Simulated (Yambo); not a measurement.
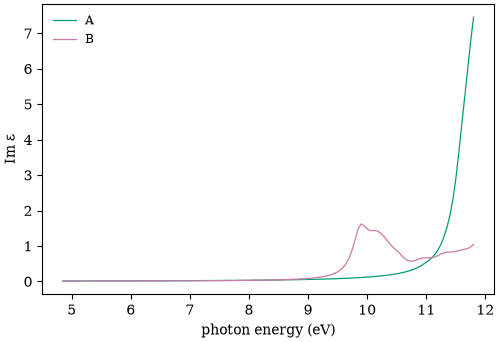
Figure: Two computed absorption spectra of CO2 (space group Pa-3, No. 205) (Yambo, PBEsol bands with the same scissor, field along x)

Question: Which curve includes the electron-hole attraction (BSE)?

Answer: Curve B: the attraction moves weight to lower energy (centre of the plotted range 10.4 eV against 11.3 eV). Settings: 4×4×4 mesh, 11 valence and 12 conduction bands, static screening with 92 bands and a 3 Ry block, scissor 3.62 eV, Tamm-Dancoff. The scissor comes from a G0W0 run whose convergence isn't established. Broadening 0.15 eV. The band window holds all transitions up to 14.3 eV. On this mesh the peak heights and the fine structure are mesh artefacts; only the shift of weight is robust.

Geometry of the Materials Project entry, not relaxed at this level; primitive cell a = b = c = 5.4971 Å, α = β = γ = 90.00°.
